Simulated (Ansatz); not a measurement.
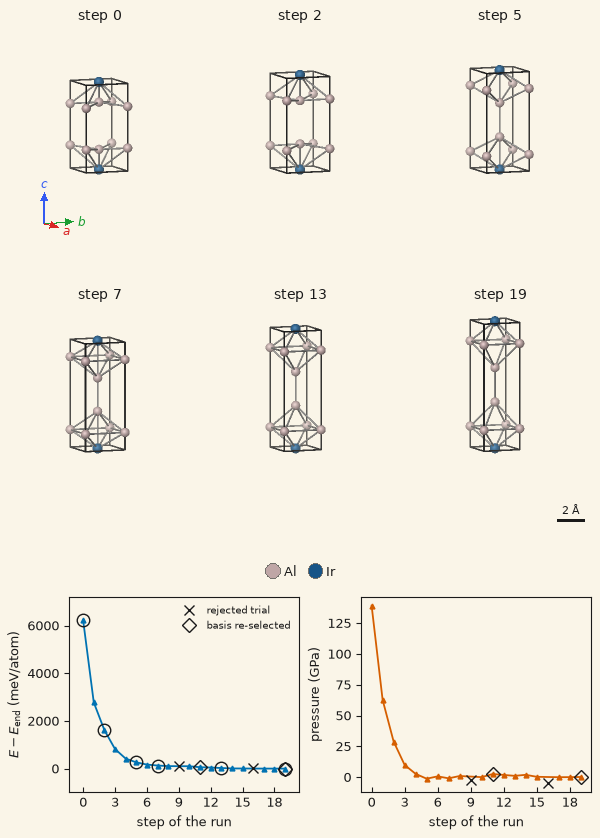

Frames of a relaxation of a crystal of Al4Ir (a generated structure, set up in P4/mmm) (coarse preliminary run), marked on the history of the run. The picture is a ball-and-stick view of the cell of the calculation, seen slightly off an axis.

All numbers below come from DFT PBE, scalar-relativistic, plane waves, PAW (Ansatz).

The input:
```yaml
crystal:
  lattice:
    - [3.37637179, 0.0, 0.0]
    - [0.0, 3.37637179, 0.0]
    - [0.0, 0.0, 6.70380037]
  atoms:
    - { symbol: Al, position: [0.0, 0.0, 0.26226401] }
    - { symbol: Al, position: [0.0, 0.0, 0.73773599] }
    - { symbol: Al, position: [0.5, 0.5, 0.23011864] }
    - { symbol: Al, position: [0.5, 0.5, 0.76988136] }
    - { symbol: Ir, position: [0.5, 0.5, 0.0] }
basis:
  ecutwfc: 420
kpoints:
  mp_grid: { grid: [6, 6, 4] }
hamiltonian:
  xc: pbe
scf:
  occupations: { method: gaussian, width: 0.1 }
  lower_state_search: "off"
output:
  forces: true
  stress: true
  eigenvalues: true
relax:
  adjacent_minimum: "off"
  f_tol: 0.04
  max_steps: 70
  cell: { stress_tol: 0.4 }
```

Run as
```bash
ansatz run input.yaml --threads 1 --pin off --max-ram 2560MiB --backend cpu --events-out ev --progress --plain --runs-dir out
```

Question: What happens along the run?

Answer: The largest moves relative to the cell, 1.30 Å, are those of Al3 and Al4. Al3 goes along +c. Ir stays in place. The volume changes by +7.6 %, with a = b 3.376 → 2.907 Å (−13.9 %), c 6.704 → 9.731 Å (+45.2 %). Among the contacts that change: Al3–Ir5 1.543 → 3.543 Å, Al3–Al4 3.618 → 2.645 Å, Al1–Al1 3.376 → 2.907 Å, Ir5–Ir5 3.376 → 2.907 Å. Bonds break: Al3–Ir5 (1.54 → 3.54 Å), Al4–Ir5 (1.54 → 3.54 Å). Among the angles between lasting bonds that change: Al1–Al3–Al1 169.7° → 93.3°, Al1–Al3–Al1 89.5° → 61.9°. The space group stays P4/mmm (No. 123). After 15 accepted moves (19 points after the start) the energy has fallen by 6214 meV per atom. Largest force component: 54 eV/Å at the start, 0.017 eV/Å at the end. Pressure: 139.16 GPa at the start and 0.13 GPa at the end. The line search rejected the trial steps at points 9, 16 of the run. The SCF was repeated twice at an unchanged geometry on a basis and grid sized afresh for the cell, which shifted the energy by 40.9 meV per atom at most. From step 0 to 2: Al atoms move most (0.30 Å), volume +16.2 %, energy −4600 meV per atom. From step 2 to 5: Al atoms move most (0.52 Å), volume +2.7 %, energy −1350 meV per atom. From step 5 to 7: Al atoms move most (0.13 Å), volume −6.2 %, energy −133 meV per atom. From step 7 to 13: Al atoms move most (0.13 Å), volume −4.4 %, energy −105 meV per atom. From step 13 to 19: Al atoms move most (0.05 Å), volume +0.6 %, energy −25.7 meV per atom.

```csv
step,"E − E(0), meV/atom","largest force component, eV/Å","pressure, GPa","volume, Å³/atom",note
0,0.00,54.2194,139.16,15.285,
1,-3439.99,19.8778,62.70,15.999,
2,-4599.99,11.0341,28.87,17.768,
3,-5393.20,5.9118,9.91,18.423,
4,-5792.90,2.7013,2.65,18.405,
5,-5949.99,1.1462,-1.24,18.240,
6,-6044.70,0.1204,0.64,17.193,
7,-6083.43,0.0999,-0.94,17.108,
8,-6109.15,0.2546,0.93,16.482,
9,-6088.09,1.2646,-2.33,16.239,rejected
10,-6113.93,0.0399,0.01,16.354,
11,-6154.84,0.0257,2.56,16.354,"same geometry, new basis"
12,-6168.03,0.2076,1.79,16.400,
13,-6188.22,0.0559,1.06,16.348,
14,-6205.80,0.1575,1.90,16.156,
15,-6208.56,0.4152,0.28,16.428,
16,-6168.14,0.4851,-5.10,17.740,rejected
17,-6212.28,0.0429,-0.04,16.444,
18,-6212.82,0.0193,0.02,16.444,
19,-6213.96,0.0172,0.13,16.444,"same geometry, new basis"
```
